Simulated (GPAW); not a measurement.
# 1T-TiTe2 monolayer in an electric field

How does 1T-TiTe2 monolayer screen a perpendicular field?

Calculated with GPAW 26.7.0; GPAW, PAW setups; layer in a repeated cell with vacuum, relaxation of atoms and in-plane cell, in the first sound run; inputs show where later runs differ.

## (1) Starting point

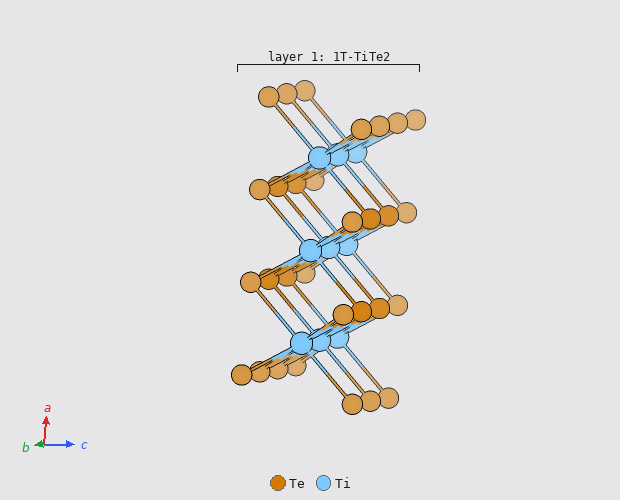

Start, viewed from the side, with the c axis across the page; tellurium orange, titanium blue. 2×2×1 cells are drawn. Some periodic images of atoms are drawn too.

The cell holds 3 atoms: 2 Te and 1 Ti. Cell: a = 3.750 Å, b = 3.750 Å, c = 21.676 Å, α = 90.0°, β = 90.0°, γ = 120.0°. Vacuum lies along c.

## (2) Relaxing the atoms

The atoms are relaxed first, since the surface dipole, and with it the work function, follows the positions of the outer layers.

Contents of run.py:

```python
import json
import numpy as np
from ase import Atoms
from ase.filters import FrechetCellFilter
from ase.optimize import BFGS
from gpaw import GPAW, PW

slab = Atoms(
    ['Te', 'Ti', 'Te'],
    positions=[
        [1.87500, 1.08253, 9.00000],
        [0.00000, 0.00000, 10.83796],
        [-0.00000, 2.16506, 12.67592]],
    cell=[[3.75, 0.0, 0.0], [-1.875, 3.2476, 0.0], [0.0, 0.0, 21.6759]],
    pbc=[True, True, True])

slab.calc = GPAW(mode=PW(600), xc='PBE', kpts={'size': (9, 9, 1), 'gamma': True},
                 occupations={'name': 'fermi-dirac', 'width': 0.05}, nbands='160%',
                 convergence={'density': 1e-05}, maxiter=200,
                 symmetry={'tolerance': 1e-3}, txt='slab.txt')
result = {}
# The in-plane cell is free; stress needs a cell that repeats along all three vectors
path = []
opt = BFGS(FrechetCellFilter(slab, mask=[1, 1, 0, 0, 0, 1]), maxstep=0.2)
opt.attach(lambda: path.append((slab.get_potential_energy(), slab.positions.tolist(), slab.get_forces().tolist())))
result['relaxed'] = bool(opt.run(fmax=0.02, steps=45))
result['path'] = path
result['cell'] = slab.cell.tolist()
print('in-plane lattice', slab.cell.cellpar().round(4)[[0, 1, 5]])
energy = slab.get_potential_energy()
fermi = slab.calc.get_fermi_level()
v = slab.calc.get_electrostatic_potential().mean((0, 1)) - fermi
n = slab.calc.get_pseudo_density().mean((0, 1))
L = slab.cell[2, 2]
z = np.arange(len(v)) * L / len(v)
low, high = slab.positions[:, 2].min(), slab.positions[:, 2].max()
below, above = np.interp([low - 6.8, high + 6.8], z, v)
slopes = [np.interp(x, z, np.gradient(v, z)) for x in (low - 6.8, high + 6.8)]
eps = np.array([[slab.calc.get_eigenvalues(k, s) for k in range(len(slab.calc.get_ibz_k_points()))]
                for s in range(slab.calc.get_number_of_spins())]) - fermi
top, bottom = eps[eps < 0].max(), eps[eps > 0].min()
dipole = slab.get_dipole_moment()[2]
print(f'energy {energy:.4f} eV, Fermi level {fermi:.4f} eV, dipole {dipole:.5f} e A')
print(f'potential 6.8 A off the faces, from the Fermi level: lower {below:.4f} eV, upper {above:.4f} eV')
print(f'slope of the potential there: lower {slopes[0]:.5f}, upper {slopes[1]:.5f} eV/A')
print(f'nearest levels on the mesh: {top:.4f} and {bottom:.4f} eV')
print('magnetic moment', round(slab.get_magnetic_moment(), 3))
result.update(energy=energy, fermi=fermi, dipole=dipole, below=below, above=above, slopes=slopes, edges=[top, bottom],
              z=z.tolist(), v=v.tolist(), n=n.tolist(), positions=slab.positions.tolist(),
              forces=slab.get_forces(apply_constraint=False).tolist(), moments=slab.get_magnetic_moments().tolist())
json.dump(result, open('result.json', 'w'))
```

Started as:

```
OMP_NUM_THREADS=1 OPENBLAS_NUM_THREADS=1 python run.py
```

Output:

```text
Step          Energy          fmax
BFGS:    0      -15.098050        0.738378
BFGS:    1      -15.116722        0.639136
BFGS:    2      -15.161748        0.155893
BFGS:    3      -15.163008        0.097701
BFGS:    4      -15.163790        0.075836
BFGS:    5      -15.166788        0.070421
BFGS:    6      -15.167810        0.034421
BFGS:    7      -15.168036        0.005698
in-plane lattice [  3.7369   3.737  120.    ]
energy -15.1629 eV, Fermi level -1.3688 eV, dipole -0.00038 e A
potential 6.8 A off the faces, from the Fermi level: lower 4.8731 eV, upper 4.8723 eV
slope of the potential there: lower 0.00026, upper 0.00007 eV/A
nearest levels on the mesh: -0.0935 and 0.0219 eV
magnetic moment 0.0
```

The job ended after 4.3 min (1 thread of Intel Xeon Platinum 8488C (Sapphire Rapids), shared host; peak memory 0.37 GiB).

This step gave:

| Property | Result |
| --- | --- |
| dipole along the normal | -3.82e-4 e·Å |
| levels nearest the Fermi level on the mesh | -0.09348, 0.02190 eV from the Fermi level |

Table of electrostatic potential energy of an electron (without an applied field's), less the Fermi level, planar mean by z:

| z (Å) | electrostatic potential energy of an electron (without an applied field's), less the Fermi level, planar mean (eV) |
| --- | --- |
| 0 | 4.87 |
| 2 | 4.87 |
| 4 | 4.87 |
| 6 | 4.86 |
| 8 | 2.11 |
| 10 | -3.48 |
| 12 | -6.83 |
| 14 | 3.75 |
| 16 | 4.87 |
| 18 | 4.87 |
| 20 | 4.87 |

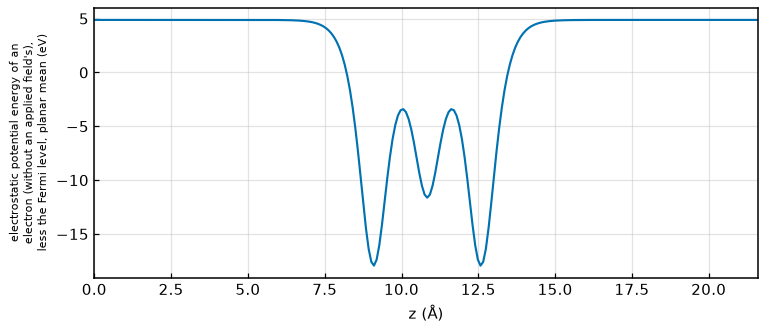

Electrostatic potential energy of an electron (without an applied field's), less the Fermi level, planar mean, plotted against z.

The pseudo valence density, planar mean oscillates, so the rows of the table below give means over windows of 2 Å about each position, cut where the curve ends. Its maxima inside the range that stand out by 2 % of the span (Å: e/Å³): 8.5: 0.264, 9.7: 0.322, 10.9: 0.988, 12.0: 0.322, 13.2: 0.264. Its minima: 9.0: 0.106, 10.1: 0.300, 11.6: 0.300, 12.7: 0.106.

Pseudo valence density, planar mean against z; means over each step:

```csv
z (Å),"pseudo valence density, planar mean (e/Å³)"
4,4.8e-6
6,0.00135
8,0.120
10,0.451
12,0.329
14,0.0908
16,5.4e-4
18,2.0e-6
```

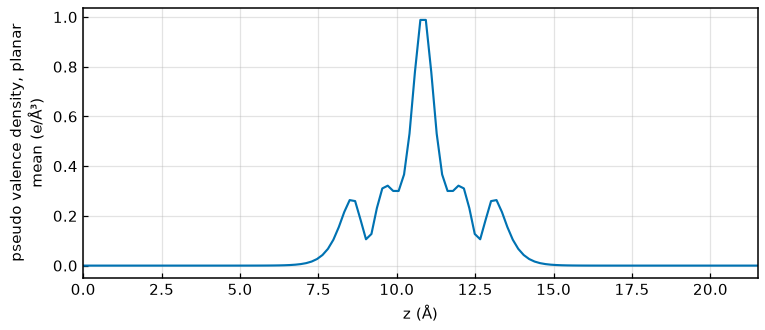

Pseudo valence density, planar mean against z.

The relaxation lowered the energy of the cell by 0.0695 eV (energies extrapolated to zero smearing; the optimiser's log prints free energies). The largest force left on a free atom is 0.0051 eV/Å.

## (3) The slab's potential

With the geometry fixed, the planar mean of the potential gives the vacuum level on each side.

This step: GPAW, PAW setups; slab in vacuum (GPAW 26.7.0).

The cell differs from the one that the last finished run ended in (c 21.676 → 21.503 Å).

Edit run.py of step 2 so:

```diff
@@ -3,4 +3,2 @@
 from ase import Atoms
-from ase.filters import FrechetCellFilter
-from ase.optimize import BFGS
 from gpaw import GPAW, PW
@@ -10,21 +8,14 @@
     positions=[
-        [1.87500, 1.08253, 9.00000],
-        [0.00000, 0.00000, 10.83796],
-        [-0.00000, 2.16506, 12.67592]],
-    cell=[[3.75, 0.0, 0.0], [-1.875, 3.2476, 0.0], [0.0, 0.0, 21.6759]],
-    pbc=[True, True, True])
+        [1.86847, 1.07876, 9.00000],
+        [-0.00000, 0.00000, 10.75143],
+        [0.00000, 2.15752, 12.50285]],
+    cell=[[3.73695, 0.0, 0.0], [-1.86847, 3.2363, 0.0], [0.0, 0.0, 21.5029]],
+    pbc=[True, True, False])
 
-slab.calc = GPAW(mode=PW(600), xc='PBE', kpts={'size': (9, 9, 1), 'gamma': True},
+slab.calc = GPAW(mode=PW(400), xc='PBE', kpts={'size': (9, 9, 1), 'gamma': True},
                  occupations={'name': 'fermi-dirac', 'width': 0.05}, nbands='160%',
                  convergence={'density': 1e-05}, maxiter=200,
+                 poissonsolver={'dipolelayer': 'xy'},
                  symmetry={'tolerance': 1e-3}, txt='slab.txt')
 result = {}
-# The in-plane cell is free; stress needs a cell that repeats along all three vectors
-path = []
-opt = BFGS(FrechetCellFilter(slab, mask=[1, 1, 0, 0, 0, 1]), maxstep=0.2)
-opt.attach(lambda: path.append((slab.get_potential_energy(), slab.positions.tolist(), slab.get_forces().tolist())))
-result['relaxed'] = bool(opt.run(fmax=0.02, steps=45))
-result['path'] = path
-result['cell'] = slab.cell.tolist()
-print('in-plane lattice', slab.cell.cellpar().round(4)[[0, 1, 5]])
 energy = slab.get_potential_energy()
```

Output:

```text
energy -15.0830 eV, Fermi level -1.3381 eV, dipole -0.00116 e A
potential 6.8 A off the faces, from the Fermi level: lower 4.8668 eV, upper 4.8751 eV
slope of the potential there: lower 0.00010, upper -0.00010 eV/A
nearest levels on the mesh: -0.0934 and 0.0219 eV
magnetic moment 0.0
```

It took 20 s on 1 thread; peak memory 0.2 GiB.

This step gave:

```
dipole along the normal                    : -0.001161 e·Å
levels nearest the Fermi level on the mesh : -0.09335, 0.02187 eV from the Fermi level
upper work function                        : 4.875 eV
lower work function                        : 4.867 eV
```

The electrostatic potential energy of an electron (without an applied field's), less the Fermi level, planar mean by z:

```csv
z (Å),"electrostatic potential energy of an electron (without an applied field's), less the Fermi level, planar mean (eV)"
0,4.87
1,4.87
2,4.87
3,4.87
4,4.87
5,4.87
6,4.85
7,4.66
8,1.35
9,-17.8
10,-3.47
11,-9.47
12,-8.64
13,-7.51
14,4.00
15,4.82
16,4.87
17,4.88
18,4.88
19,4.88
20,4.88
21,4.88
```

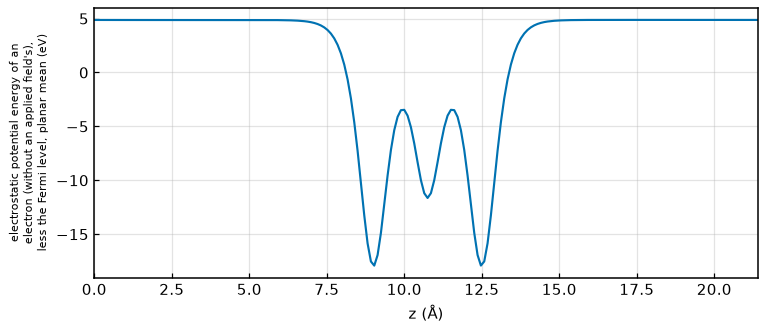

Electrostatic potential energy of an electron (without an applied field's), less the Fermi level, planar mean against z.

The pseudo valence density, planar mean oscillates, so the rows of the table below give means over windows of 1 Å about each position, cut where the curve ends. Its maxima inside the range that stand out by 2 % of the span (Å: e/Å³): 8.4: 0.259, 9.7: 0.316, 10.8: 1.02, 11.8: 0.316, 13.1: 0.259. Its minima: 9.0: 0.103, 9.9: 0.295, 11.6: 0.295, 12.5: 0.103.

Pseudo valence density, planar mean against z; means over each step:

```
z (Å)  pseudo valence density, planar mean (e/Å³)
    5                                      4.8e-5
    6                                      8.0e-4
    7                                      0.0133
    8                                       0.145
    9                                       0.200
   10                                       0.408
   11                                       0.702
   12                                       0.263
   13                                       0.198
   14                                      0.0516
   15                                     0.00337
   16                                      1.9e-4
   17                                      1.2e-5
```

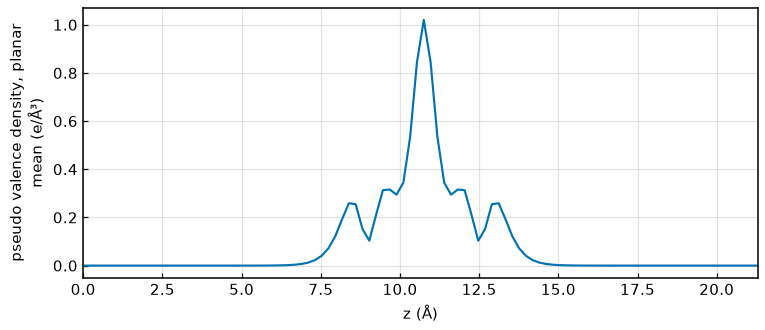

Pseudo valence density, planar mean against z.

The potential is flat to 9.5e-5 eV/Å where it is read, so the vacuum is wide enough.

## (4) In a field

A uniform field along the normal polarises the slab; the atoms stay fixed, so this is the electronic response alone.

Edit run.py of step 3 so:

```diff
@@ -4,2 +4,3 @@
 from gpaw import GPAW, PW
+from gpaw.external import ConstantElectricField
 
@@ -18,2 +19,3 @@
                  poissonsolver={'dipolelayer': 'xy'},
+                 external=ConstantElectricField(-0.2, [0, 0, 1]),
                  symmetry={'tolerance': 1e-3}, txt='slab.txt')
```

Output:

```text
energy -15.0912 eV, Fermi level -1.3402 eV, dipole -0.08227 e A
potential 6.8 A off the faces, from the Fermi level: lower 4.2587 eV, upper 5.4896 eV
slope of the potential there: lower 0.00010, upper -0.00009 eV/A
nearest levels on the mesh: -0.0933 and 0.0219 eV
magnetic moment 0.0
```

Elapsed: 66 s, on 1 thread; peak memory 0.29 GiB.

Numbers from this step:

* dipole along the normal: -0.08227 e·Å
* levels nearest the Fermi level on the mesh: -0.09331, 0.02186 eV from the Fermi level
* potential below the slab, the applied field's own ramp left out: 4.259 eV from the Fermi level
* potential above the slab, the applied field's own ramp left out: 5.490 eV from the Fermi level

The electrostatic potential energy of an electron (without an applied field's), less the Fermi level, planar mean by z:

| z (Å) | electrostatic potential energy of an electron (without an applied field's), less the Fermi level, planar mean (eV) |
| --- | --- |
| 0 | 4.87 |
| 2 | 4.26 |
| 4 | 4.26 |
| 6 | 4.25 |
| 8 | 0.833 |
| 10 | -3.61 |
| 12 | -8.40 |
| 14 | 4.56 |
| 16 | 5.49 |
| 18 | 5.49 |
| 20 | 5.49 |

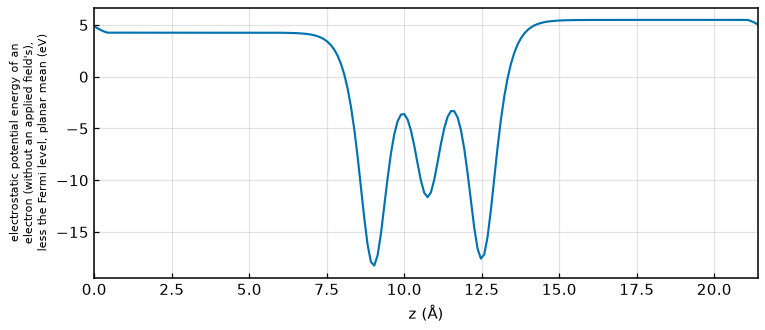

Electrostatic potential energy of an electron (without an applied field's), less the Fermi level, planar mean, plotted against z.

The dipole is now -0.0823 e Å, against -0.0012 in the run without a field.

## (5) Field on

Edit run.py of step 4 so:

```diff
@@ -19,3 +19,3 @@
                  poissonsolver={'dipolelayer': 'xy'},
-                 external=ConstantElectricField(-0.2, [0, 0, 1]),
+                 external=ConstantElectricField(-0.1, [0, 0, 1]),
                  symmetry={'tolerance': 1e-3}, txt='slab.txt')
```

Output:

```text
energy -15.0850 eV, Fermi level -1.3386 eV, dipole -0.04113 e A
potential 6.8 A off the faces, from the Fermi level: lower 4.5641 eV, upper 5.1794 eV
slope of the potential there: lower 0.00010, upper -0.00010 eV/A
nearest levels on the mesh: -0.0933 and 0.0219 eV
magnetic moment 0.0
```

The job ended after 67 s (1 thread; peak memory 0.29 GiB).

Numbers from this step:

| Property | Result |
| --- | --- |
| dipole along the normal | -0.04113 e·Å |
| levels nearest the Fermi level on the mesh | -0.09334, 0.02186 eV from the Fermi level |
| potential below the slab, the applied field's own ramp left out | 4.564 eV from the Fermi level |
| potential above the slab, the applied field's own ramp left out | 5.179 eV from the Fermi level |

The electrostatic potential energy of an electron (without an applied field's), less the Fermi level, planar mean by z:

```
z (Å)  electrostatic potential energy of an electron (without an applied field's), less the Fermi level, planar mean (eV)
    0                                                                                                                4.87
    2                                                                                                                4.56
    4                                                                                                                4.56
    6                                                                                                                4.55
    8                                                                                                                1.09
   10                                                                                                               -3.54
   12                                                                                                               -8.52
   14                                                                                                                4.28
   16                                                                                                                5.18
   18                                                                                                                5.18
   20                                                                                                                5.18
```

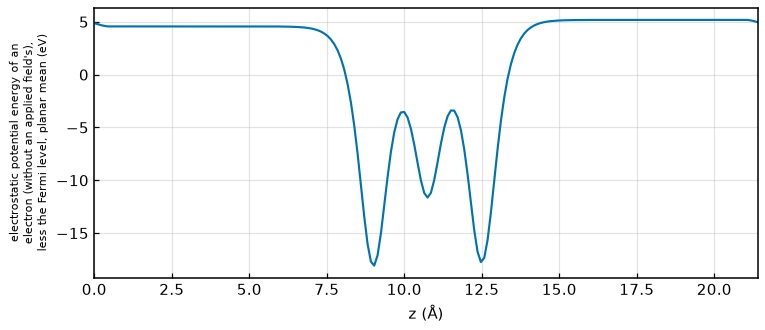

Electrostatic potential energy of an electron (without an applied field's), less the Fermi level, planar mean, plotted against z.

The dipole is now -0.0411 e Å, against -0.0012 in the run without a field.

## (6) In a field

Edit run.py of step 5 so:

```diff
@@ -19,3 +19,3 @@
                  poissonsolver={'dipolelayer': 'xy'},
-                 external=ConstantElectricField(-0.1, [0, 0, 1]),
+                 external=ConstantElectricField(-0.05, [0, 0, 1]),
                  symmetry={'tolerance': 1e-3}, txt='slab.txt')
```

Output:

```text
energy -15.0835 eV, Fermi level -1.3382 eV, dipole -0.02056 e A
potential 6.8 A off the faces, from the Fermi level: lower 4.7173 eV, upper 5.0250 eV
slope of the potential there: lower 0.00010, upper -0.00010 eV/A
nearest levels on the mesh: -0.0933 and 0.0219 eV
magnetic moment 0.0
```

Wall time 72 s (1 thread); peak memory 0.29 GiB.

Table of electrostatic potential energy of an electron (without an applied field's), less the Fermi level, planar mean by z:

| z (Å) | electrostatic potential energy of an electron (without an applied field's), less the Fermi level, planar mean (eV) |
| --- | --- |
| 0 | 4.87 |
| 2 | 4.72 |
| 4 | 4.72 |
| 6 | 4.71 |
| 8 | 1.22 |
| 10 | -3.51 |
| 12 | -8.58 |
| 14 | 4.13 |
| 16 | 5.02 |
| 18 | 5.03 |
| 20 | 5.02 |

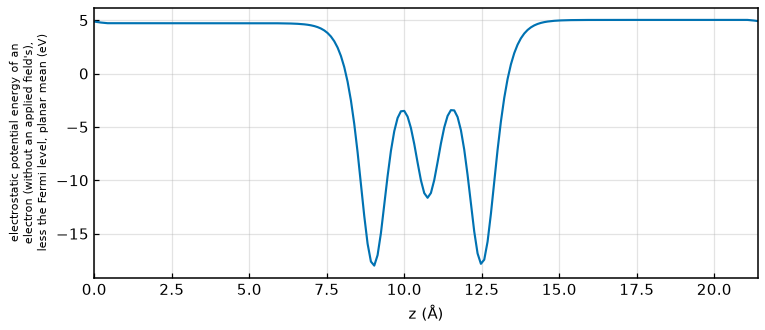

Electrostatic potential energy of an electron (without an applied field's), less the Fermi level, planar mean, plotted against z.

## (7) In a field

Edit run.py of step 6 so:

```diff
@@ -19,3 +19,3 @@
                  poissonsolver={'dipolelayer': 'xy'},
-                 external=ConstantElectricField(-0.05, [0, 0, 1]),
+                 external=ConstantElectricField(0.05, [0, 0, 1]),
                  symmetry={'tolerance': 1e-3}, txt='slab.txt')
```

Output:

```text
energy -15.0835 eV, Fermi level -1.3382 eV, dipole 0.02056 e A
potential 6.8 A off the faces, from the Fermi level: lower 5.0250 eV, upper 4.7173 eV
slope of the potential there: lower 0.00010, upper -0.00010 eV/A
nearest levels on the mesh: -0.0933 and 0.0219 eV
magnetic moment 0.0
```

Elapsed: 71 s, on 1 thread; peak memory 0.29 GiB.

## (8) Field on

Edit run.py of step 7 so:

```diff
@@ -19,3 +19,3 @@
                  poissonsolver={'dipolelayer': 'xy'},
-                 external=ConstantElectricField(0.05, [0, 0, 1]),
+                 external=ConstantElectricField(0.1, [0, 0, 1]),
                  symmetry={'tolerance': 1e-3}, txt='slab.txt')
```

Output:

```text
energy -15.0850 eV, Fermi level -1.3386 eV, dipole 0.04113 e A
potential 6.8 A off the faces, from the Fermi level: lower 5.1794 eV, upper 4.5641 eV
slope of the potential there: lower 0.00010, upper -0.00010 eV/A
nearest levels on the mesh: -0.0933 and 0.0219 eV
magnetic moment 0.0
```

Elapsed: 71 s, on 1 thread; peak memory 0.29 GiB.

Electrostatic potential energy of an electron (without an applied field's), less the Fermi level, planar mean against z:

```csv
z (Å),"electrostatic potential energy of an electron (without an applied field's), less the Fermi level, planar mean (eV)"
0,4.87
1,5.18
2,5.18
3,5.18
4,5.18
5,5.18
6,5.17
7,4.96
8,1.61
9,-17.6
10,-3.40
11,-9.49
12,-8.77
13,-7.73
14,3.71
15,4.52
16,4.56
17,4.56
18,4.56
19,4.56
20,4.56
21,4.56
```

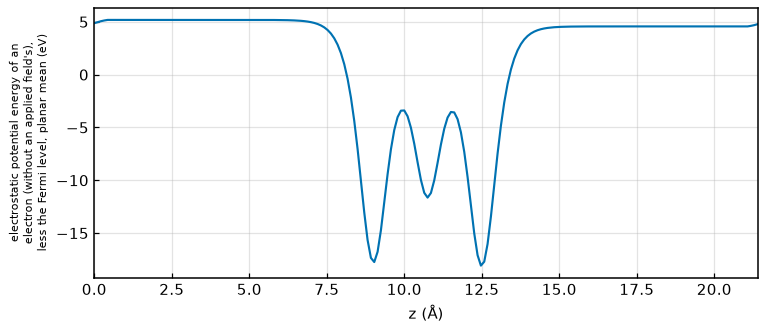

Electrostatic potential energy of an electron (without an applied field's), less the Fermi level, planar mean against z.

The dipole is now 0.0411 e Å, against -0.0012 in the run without a field.

(Continued in part 2 of 2.)

[Logs are printed without paths, hosts, clocks, repeated set-up lines and the standing remarks that a program may print on its own settings, such as how far it seeks lower states.]

[Hosts, paths, dates, database ids (printed as entryN), source tags and the programs' standing remarks are cut or masked in the printed files.]
